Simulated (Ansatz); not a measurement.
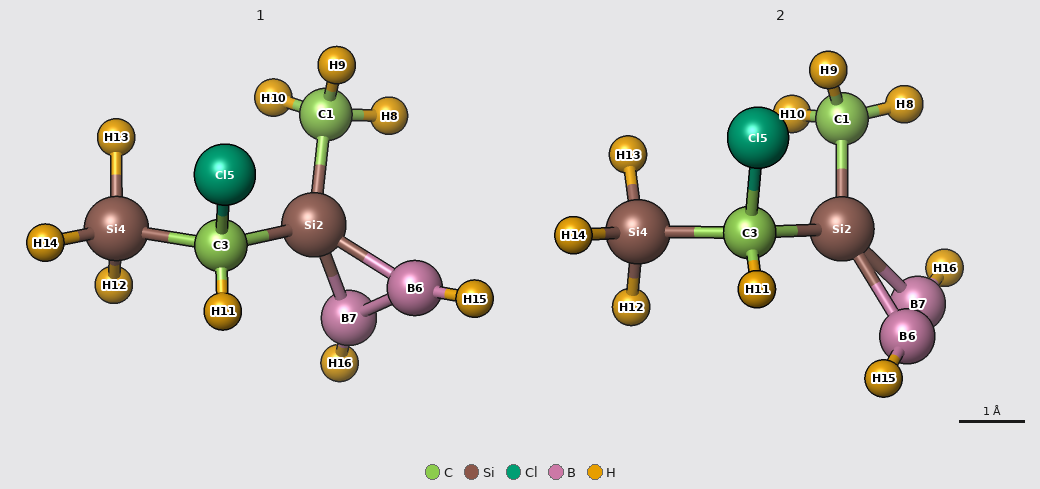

Two geometries of C2H9B2ClSi2, drawn at one scale. One is the start of a relaxation, the other its converged end. Style: ball-and-stick. Shown at a tilt.

All numbers below come from RKS r2SCAN-D4/STO-3G (Ansatz). (no spin polarisation; force threshold 0.02 eV/Å; at most 40 steps)

### Which geometry has the lower energy?

Structure 2 is the relaxed one. The run prepares the start of a later molecular dynamics calculation, from a guessed geometry. The energy falls by 222.5 kJ/mol in 23 accepted moves (24 points after the start). Largest force component: 4.1 eV/Å at the start, 0.011 eV/Å at the end. The line search rejected the trial step at point 13 of the run. H15 moves most after the best rigid fit: 2.12 Å. Largest moves by element: H 2.12 Å, B 0.88 Å, Cl 0.63 Å, C 0.26 Å, Si 0.15 Å. Some distances before and after: B6–B7 1.781 → 1.455 Å, Si2–B7 1.849 → 2.001 Å, C3–Cl5 1.792 → 1.879 Å, Si4–H13 1.525 → 1.444 Å. Among the angles between lasting bonds that change: Si2–B7–H16 150.1° → 112.5°, Si2–B6–H15 148.7° → 113.8°, C3–Si2–B7 115.2° → 142.7°. The run took 2.2 min on 1 thread of Arm Neoverse V2, with other jobs on the host, peak memory 0.15 GiB.

Limits of the set-up: STO-3G is a minimal basis, so the numbers are rough.
